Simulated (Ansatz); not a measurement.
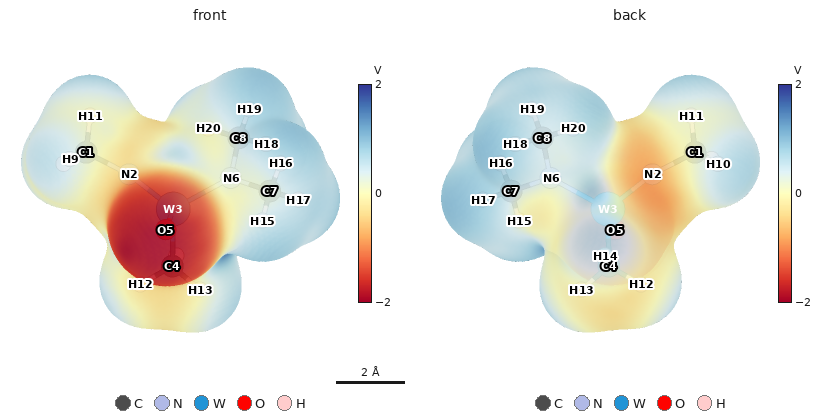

C$_{4}$H$_{12}$N$_{2}$OW. The molecular electrostatic potential painted on the density surface at 0.002 e/bohr³, seen from the front and from behind; the colour scale runs from red (negative) to blue (positive).

Geometry: PBE0-D4/def2-TZVP; core potentials replace the inner electrons of W.

Computed with RKS PBE0-D4/def2-TZVPP (Ansatz).

The calculation's input:

```
crystal:
  periodic: [false, false, false]
  atoms:
    - {symbol: C, position_ang: [1.869230, -2.542996, -0.532689]}
    - {symbol: N, position_ang: [1.113613, -1.341672, -0.491995]}
    - {symbol: W, position_ang: [0.815289, 0.325746, -0.020835]}
    - {symbol: C, position_ang: [0.866431, 1.416440, -1.851669]}
    - {symbol: O, position_ang: [2.028121, 1.003005, 0.990893]}
    - {symbol: N, position_ang: [-0.980713, 0.477237, 0.702201]}
    - {symbol: C, position_ang: [-1.312879, 1.585204, 1.577546]}
    - {symbol: C, position_ang: [-2.042298, -0.500497, 0.612754]}
    - {symbol: H, position_ang: [2.802307, -2.468576, 0.036966]}
    - {symbol: H, position_ang: [2.120093, -2.796826, -1.568372]}
    - {symbol: H, position_ang: [1.285030, -3.375983, -0.125939]}
    - {symbol: H, position_ang: [1.854090, 1.341805, -2.314040]}
    - {symbol: H, position_ang: [0.655733, 2.474567, -1.666831]}
    - {symbol: H, position_ang: [0.128549, 1.025728, -2.556714]}
    - {symbol: H, position_ang: [-0.478645, 2.284565, 1.659048]}
    - {symbol: H, position_ang: [-1.556613, 1.228472, 2.586173]}
    - {symbol: H, position_ang: [-2.181086, 2.132677, 1.191220]}
    - {symbol: H, position_ang: [-2.946509, -0.046660, 0.188517]}
    - {symbol: H, position_ang: [-2.299135, -0.890641, 1.606415]}
    - {symbol: H, position_ang: [-1.740609, -1.331603, -0.022630]}
basis:
  gaussian: {orbitals: def2-TZVPP}
hamiltonian: {xc: pbe0, dispersion: d4}
output: {orbitals: {seedname: orbitals}}
```

Run with:

```sh
ansatz run in.yaml --threads 4 --pin off --events-out ev --progress --plain --max-ram 66560MiB --backend cuda --devices 0, --max-vram 37GiB
```

Q: Which sites attract a positive test charge, and which a negative one?

A: A positive charge is drawn to the negative regions and a negative charge to the positive ones. The most negative region (about −1.9 V) lies over O5, the most positive (about +1.1 V) over W3. O5 is the likeliest acceptor of a hydrogen bond.
